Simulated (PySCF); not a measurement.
**C₆H₁₃NOSi (SMILES [H]/N=C/C(C)(C)[SiH2]C(C)=O): density, localisation and related maps**

Input file:

```
{"job": {"kind": "nmr", "xc": "PBE0", "basis": "pcSseg-1"}, "charge": 0, "multiplicity": 1}
C      2.905566     1.235854     0.689560
C      1.881689     0.136617     0.700342
O      1.752101    -0.609361     1.645727
Si     0.778971    -0.033208    -0.861774
C     -1.000574    -0.458920    -0.292801
C     -1.081495    -1.781157     0.468615
C     -1.991469    -0.476140    -1.457548
C     -1.338045     0.669414     0.611569
N     -0.498180     1.603549     0.657512
H      3.493989     1.240536     1.604629
H      2.386533     2.183716     0.573669
H      3.553144     1.101873    -0.173591
H      0.857344     1.159092    -1.699126
H      1.278242    -1.191274    -1.627856
H     -2.082478    -1.938587     0.871791
H     -0.369094    -1.790396     1.289573
H     -0.849015    -2.607498    -0.199099
H     -1.740965    -1.282166    -2.142910
H     -3.010095    -0.633447    -1.101187
H     -1.956320     0.462673    -2.005640
H     -2.276193     0.637650     1.177935
H     -0.704064     2.390563     1.269761
```

Run with:

```sh
OMP_NUM_THREADS=1 python probes_run.py task.json out
```

Geometry: GFN2-xTB.

Computed with PBE0/pcSseg-1, SCF density, gas phase, non-relativistic (PySCF).

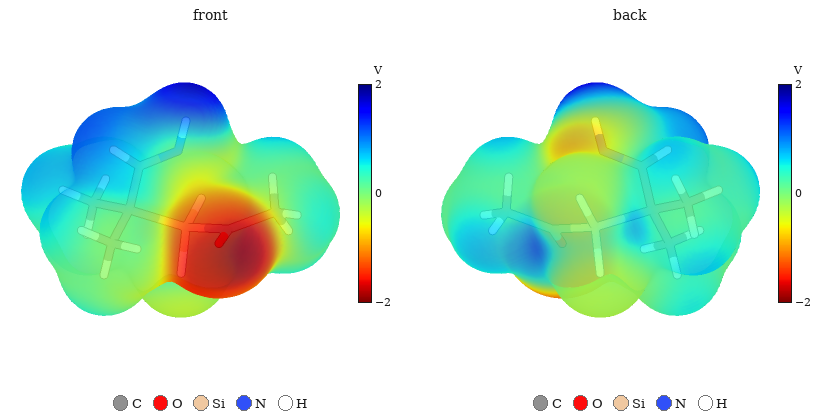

Figure 1. The molecular electrostatic potential painted on the density surface at 0.002 e/bohr³, seen from the front and from behind; red is negative and blue positive.

### Where is the surface potential most negative and most positive?

The most negative region (about −1.8 V) lies over O3, the most positive (about +1.7 V) over H22. O3 is the likeliest acceptor of a hydrogen bond.

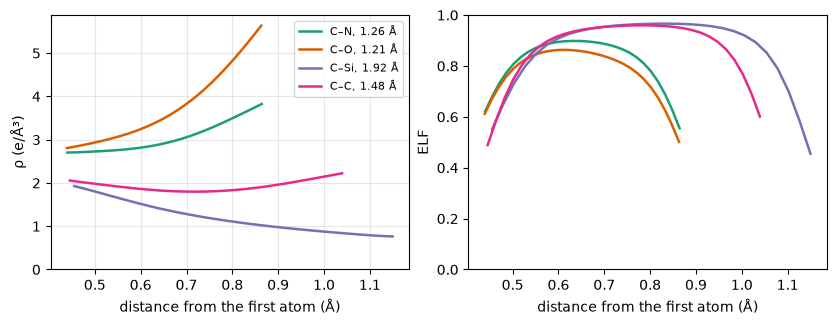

Figure 2. Total electron density and ELF along straight lines between neighbouring atoms. The curves leave out the atomic cores.

### What can be read from the curves?

C–N (1.26 Å): ρ is about 2.9 e/Å³ halfway; the ELF peaks at about 0.90 between the atoms; a short, multiple covalent bond.
C–O (1.21 Å): ρ is about 3.3 e/Å³ halfway; the ELF peaks at about 0.85 between the atoms: a short, multiple covalent bond.
C–Si (1.92 Å): ρ is about 0.92 e/Å³ halfway; the ELF peaks at about 0.95 between the atoms; localised, covalent bonding.
C–C (1.48 Å): ρ is about 1.8 e/Å³ halfway; the ELF peaks at about 0.95 between the atoms, as expected for a shared electron pair.
